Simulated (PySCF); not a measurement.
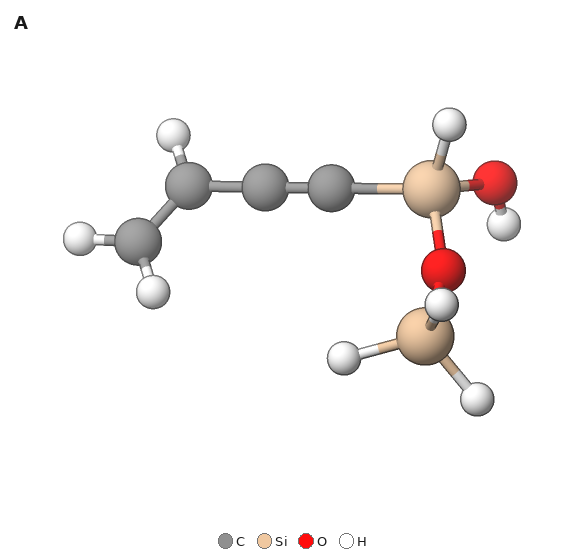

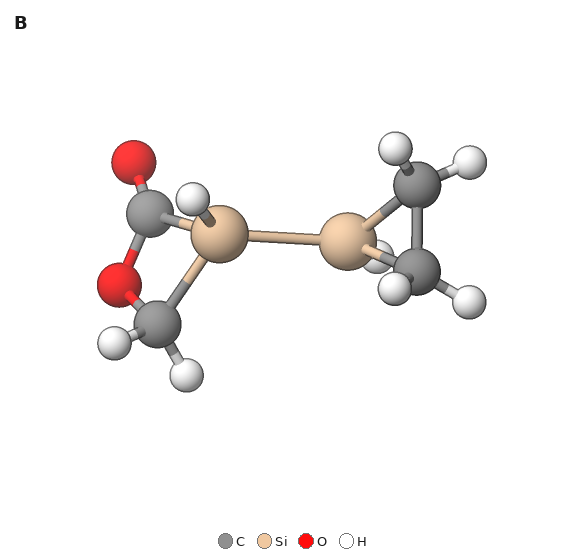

2 stationary structures of one formula. Geometries: GFN2-xTB. Electronic energies: PBE0/def2-SVPD (PySCF 2.14.0), without zero-point energy. No frequency run is at hand to confirm each as a minimum. Each is one conformer, not always the lowest.

> How are they related?

They are constitutional isomers of C4H8O2Si2: A `C=CC#C[Si@H](O)O[SiH3]`, B `O=C1OC[Si@H]1[SiH]1CC1`.

> Which structure is the most stable?

A is lowest; B lies 52.8 kcal/mol above it.

The geometry is semi-empirical. Around Si such bond lengths and angles can be off by a tenth of an ångström or more and by several degrees, and values that hang on the shape move with them.
